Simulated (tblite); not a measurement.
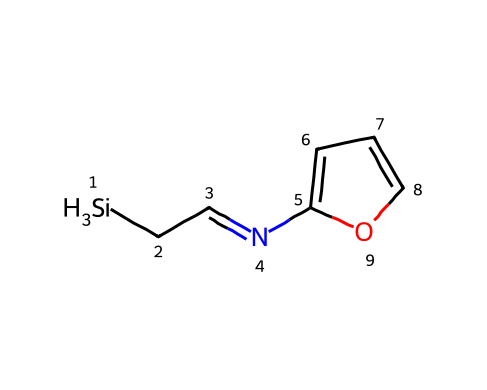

Skeletal drawing with numbered atoms; wedges and dashes mark any stereocentres. The configuration is that of a computed structure (GFN2-xTB).

Question: Give the R/S and E/Z labels.

Answer: C3=N4: E.
